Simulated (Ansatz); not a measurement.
A series of calculations on C2H10OSi3

Part 1: Relaxation

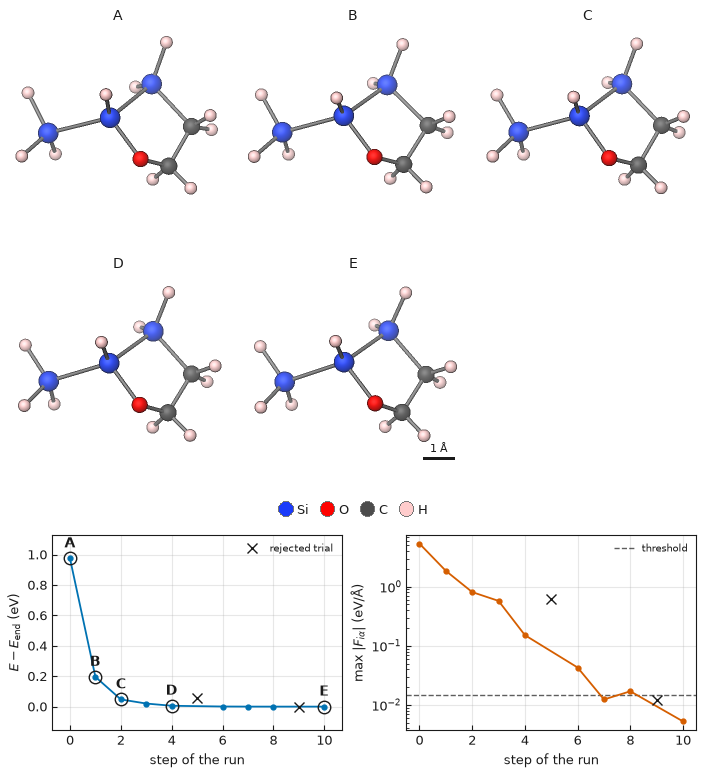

Frames of a relaxation of C₂H₁₀OSi₃, marked on the history of the run. A ball-and-stick model, seen at a tilt.

The run prepares an end point of a later path (torsion) calculation, from a guessed geometry.

Computed with RKS PBE0-D4/STO-3G in Ansatz 0.2.0. Settings: no spin polarisation; force threshold 0.015 eV/Å; at most 40 steps.

### What happens along the run?

Over 8 accepted moves (10 points after the start) the energy falls by 0.975 eV. The largest force component goes from 5.4 to 0.0053 eV/Å. The line search rejected the trial steps at points 5, 9 of the run. The largest move after the best rigid fit is that of an H atom, 0.38 Å. Largest moves by element: H 0.38 Å, O 0.21 Å, Si 0.15 Å, C 0.10 Å. Near-neighbour distances that change, for instance: C–O 1.347 → 1.456 Å, Si–Si 2.326 → 2.242 Å, H–Si 1.511 → 1.444 Å, Si–Si 2.311 → 2.255 Å. Bond angles that change, for instance: Si–O–C 117.8° → 108.6°, O–C–H 113.9° → 106.3°, C–C–H 115.8° → 109.1°. From step 0 to 1: an H atom moves most (0.19 Å), energy −0.779 eV. From step 1 to 2: an H atom moves most (0.12 Å), energy −0.148 eV. From step 2 to 4: an H atom moves most (0.16 Å), energy −0.042 eV. From step 4 to 10: an H atom moves most (0.10 Å), energy −0.006 eV.

Limits of the set-up: STO-3G is a minimal basis, so the numbers are rough.

Part 2: Relaxation

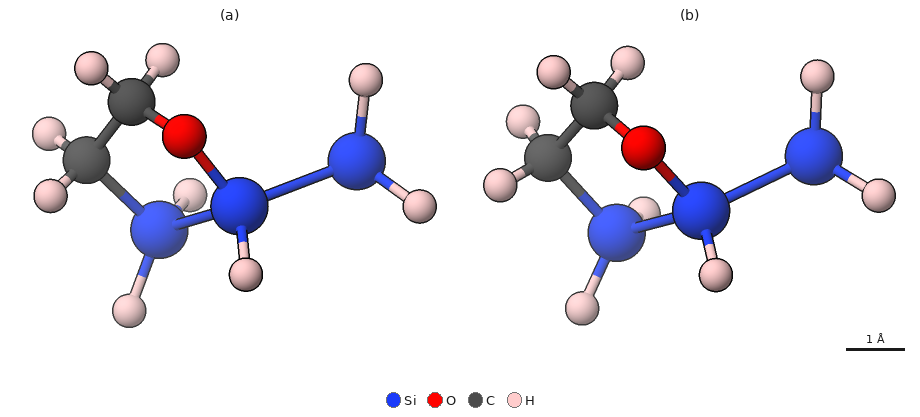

The structure of C2H10OSi3 before (left) and after (right) a relaxation, at one scale.

A ball-and-stick model, seen at a tilt.

The run prepares an end point of a later path (torsion) calculation, from a guessed geometry.

Theory: Ansatz 0.2.0, RKS PBE0-D4/STO-3G.

Input
```yaml
crystal:
  periodic: [false, false, false]
  atoms:
    - { symbol: Si, position_ang: [0.612, -1.1163, 2.3867] }
    - { symbol: Si, position_ang: [1.0203, 0.2921, 0.6009] }
    - { symbol: O, position_ang: [1.03021, 1.92579, 1.03735] }
    - { symbol: C, position_ang: [2.21919, 2.49638, 1.31223] }
    - { symbol: C, position_ang: [3.33534, 2.09153, 0.29415] }
    - { symbol: Si, position_ang: [3.27333, 0.17773, 0.03238] }
    - { symbol: H, position_ang: [1.7829, -1.865, 2.7759] }
    - { symbol: H, position_ang: [0.17, -0.2507, 3.5433] }
    - { symbol: H, position_ang: [-0.5306, -1.9987, 2.0752] }
    - { symbol: H, position_ang: [0.1252, 0.04528, -0.57718] }
    - { symbol: H, position_ang: [2.18535, 3.54819, 1.36711] }
    - { symbol: H, position_ang: [2.55945, 2.15135, 2.34425] }
    - { symbol: H, position_ang: [4.39176, 2.39297, 0.57489] }
    - { symbol: H, position_ang: [3.11402, 2.51651, -0.67049] }
    - { symbol: H, position_ang: [4.09203, -0.50826, 1.09038] }
    - { symbol: H, position_ang: [3.57382, -0.234, -1.38537] }
basis:
  gaussian: { orbitals: STO-3G }
hamiltonian:
  xc: pbe0
  dispersion: d4
relax:
  f_tol: 0.015
  max_steps: 40
```

Launched with:
```bash
ansatz run input.yaml --threads 1 --pin off --max-ram 2048MiB --backend cpu --events-out ev --progress --plain --runs-dir out
```

Describe what moved and what it gained.

The energy falls by 23.0 kcal/mol in 9 geometry steps. The largest force component goes from 5.1 to 0.014 eV/Å. The largest move after the best rigid fit is that of H15, 0.34 Å. By element the largest moves are H 0.34 Å, O 0.24 Å, Si 0.13 Å, C 0.11 Å. Near-neighbour distances that change, for instance: O3–C4 1.347 → 1.456 Å, Si2–Si6 2.326 → 2.242 Å, Si1–H8 1.511 → 1.444 Å, Si6–H15 1.503 → 1.444 Å. Among the angles between lasting bonds that change: Si2–O3–C4 117.8° → 108.5°, O3–C4–H11 113.9° → 106.3°, Si1–Si2–Si6 109.3° → 116.1°.

Limits of the set-up: STO-3G is a minimal basis, so the numbers are rough.

Part 3: Path

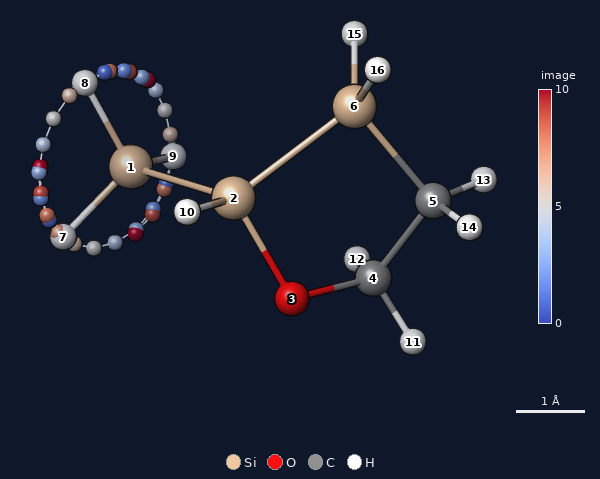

A nudged-elastic-band calculation for C$_{2}$H$_{10}$OSi$_{3}$. Images are numbered from 0 (start) to 10 (end). The start is drawn whole; smaller spheres mark the moving atoms (H) in the later images, joined by lines and coloured by the number of the image. Style: ball-and-stick. Shown at a tilt.

The calculation used RKS PBE0-D4/STO-3G in Ansatz. Settings: 9 movable images; climbing image; force threshold 0.05 eV/Å; iteration limit 40; starting path through a guess of the saddle point.

Question: Describe the path and its energy.

Answer: The motion is a rotation about the Si1–Si2 bond by about 175°. No bond forms or breaks between the ends. Relative to the start the highest point is image 10 at +1.92 kJ/mol and the end lies at +1.92 kJ/mol, but the profile dips to +0.04 kJ/mol at image 7 on the way, so there is an intermediate minimum on the way. The band converged in 8 iterations. The largest component of the band force went from 19 to 0.049 eV/Å.

Limits of the set-up: STO-3G is a minimal basis, so the numbers are rough.

The run took 10 min on 1 thread of Arm Neoverse N1, on a shared host, peak memory 0.24 GiB.
